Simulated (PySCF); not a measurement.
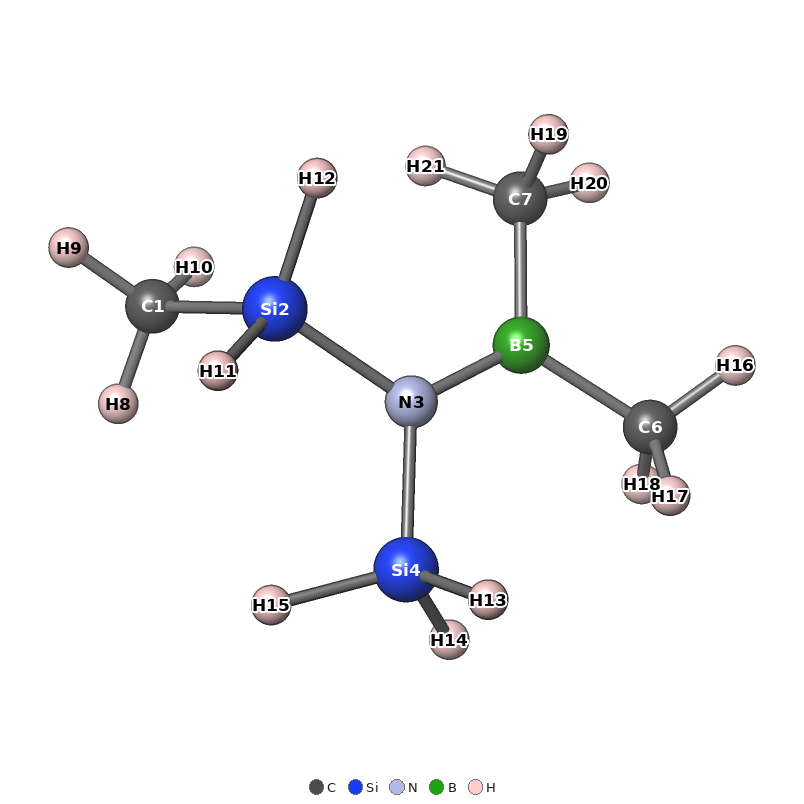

The geometry was computed by an optimisation with GFN2-xTB. No frequency run is at hand to confirm it as a minimum. Electric field gradients from the ground-state density, PBE0/pcSseg-1 (PySCF 2.14.0), non-relativistic apart from any core potentials.

Give the largest field-gradient component, the quadrupole coupling constant and the asymmetry for 14N at N3 (Q = 20.44 mb), 11B at B5 (Q = 40.59 mb), 2H at H8 (Q = 2.86 mb), 2H at H9 (Q = 2.86 mb), 2H at H10 (Q = 2.86 mb), 2H at H11 (Q = 2.86 mb).

```json
{"atom": "N3", "V_zz (a.u.)": "−0.294", "e²qQ/h (MHz)": "−1.41", "η": "0.43"}
{"atom": "B5", "V_zz (a.u.)": "0.456", "e²qQ/h (MHz)": "4.35", "η": "0.16"}
{"atom": "H8", "V_zz (a.u.)": "0.324", "e²qQ/h (MHz)": "0.218", "η": "0.01"}
{"atom": "H9", "V_zz (a.u.)": "0.326", "e²qQ/h (MHz)": "0.219", "η": "0.01"}
{"atom": "H10", "V_zz (a.u.)": "0.325", "e²qQ/h (MHz)": "0.219", "η": "0.01"}
{"atom": "H11", "V_zz (a.u.)": "0.157", "e²qQ/h (MHz)": "0.106", "η": "0.05"}
```

The geometry is semi-empirical. Around B, Si such bond lengths and angles can be off by a tenth of an ångström or more and by several degrees, and values that hang on the shape move with them.
